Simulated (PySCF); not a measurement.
## Run report: Pd⁸⁺, atomic calculation

- system: Pd⁸⁺, configuration 1s2 2s2 2p6 3s2 3p6 3d10 4s2 4p6 4d2, multiplicity 3.
- method: unrestricted HF, aug-cc-pVDZ-PP with ECP28, scalar-relativistic core potential (PySCF)

Input file:
```python
from pyscf import gto, scf, dft, mp, cc
import basis_set_exchange as bse
txt = bse.get_basis("aug-cc-pVDZ-PP", elements=["Pd"], fmt="nwchem", header=False)
cut = txt.index("\nECP")
mol = gto.M(atom="Pd 0 0 0", charge=8, spin=2, symmetry="D2h",
            basis=gto.basis.parse(txt[:cut]),
            ecp={"Pd": gto.basis.parse_ecp(txt[cut:])})
mf = scf.UHF(mol)
mf.irrep_nelec = {'Ag': (2, 1), 'B1g': (1, 0), 'B1u': (1, 1), 'B2u': (1, 1), 'B3u': (1, 1)}
mf.kernel()
```

The script is an equivalent of what the driver set up; the driver started from orbitals of its own, so the log can be shorter than this script's would be, and it computed the properties (radii, ⟨L²⟩, response) afterwards. It held the occupations shell by shell, which the script's counts by irreducible representation don't always enforce.

Hardware: 1 thread of Arm Neoverse V1, 23 GiB of memory available, shared host.

The run was one of a batch that the task file lists, launched with:
```bash
OMP_NUM_THREADS=1 python <driver script> TASK.json OUT
```

Log (extracts):
```
damping factor = 0
level_shift factor = 0
DIIS = <class 'pyscf.scf.diis.CDIIS'>
diis_start_cycle = 1
diis_space = 10
diis_damp = 0
SCF conv_tol = 1e-09
SCF conv_tol_grad = None
number electrons alpha = 6  beta = 4
cycle= 1 E= -109.403502679751  delta_E= -0.00829  |g|= 0.0298  |ddm|= 0.0629
cycle= 2 E= -109.403682782768  delta_E= -0.00018  |g|= 0.00445  |ddm|= 0.00908
cycle= 3 E= -109.403686944876  delta_E= -4.16e-06  |g|= 6.09e-05  |ddm|= 0.0016
cycle= 4 E= -109.403686945814  delta_E= -9.38e-10  |g|= 2.69e-06  |ddm|= 5.71e-05
converged SCF energy = -109.403686945814  <S^2> = 2.0025743  2S+1 = 3.0017157
```

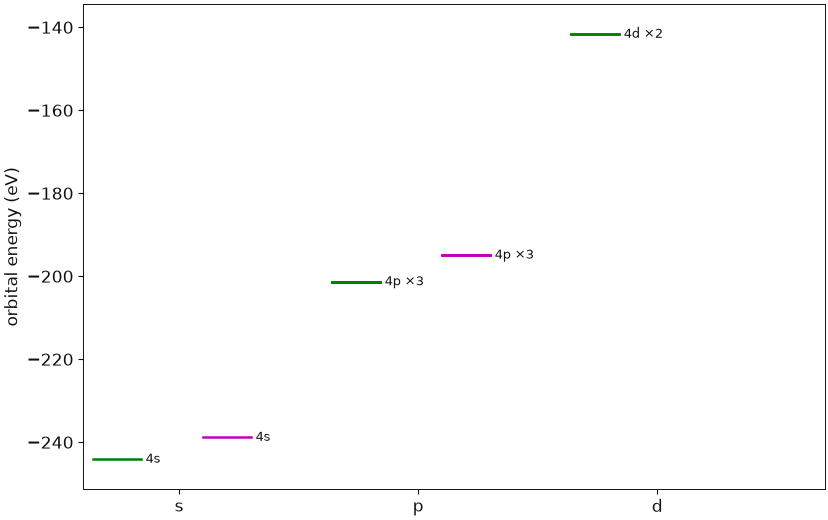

*Orbital energies of the mean field, from the top down to −244.1 eV, by angular momentum, α spin at the left of each column and β at the right; ×n counts the orbitals under one label.*

The highest filled orbital is 4d α at −141.6 eV, the lowest empty one d α at −119.5 eV.

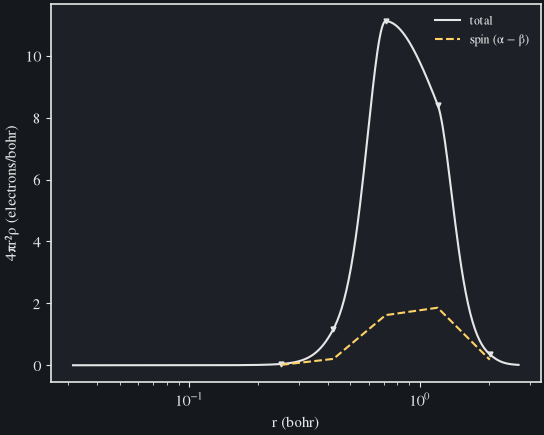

*Spherically averaged radial density 4πr²ρ of the mean field (valence electrons alone, under a core potential) and its spin part; markers are the stored points, which are sparse, and the line is a monotone interpolation between them.*

The largest stored value is 11.1 electrons/bohr at r = 0.71 bohr. Root-mean-square radii of the shells: 4s 0.983, 4p 1.04, 4d 1.18 bohr.

Outcome:

| quantity | value |
| --- | --- |
| outcome | converged |
| total energy (valence electrons, under a core potential) | −109.403687 hartree |
| ⟨S²⟩ | 2.003 |
| ⟨L²⟩ | 12.04 |
| SCF iterations | 4 |

What is odd here:

This input holds a deliberate oddity: basis of the neutral atom used for a highly charged ion. The program ran to the end. Its numbers are those of this setting; this run alone doesn't show how far the oddity moves them.
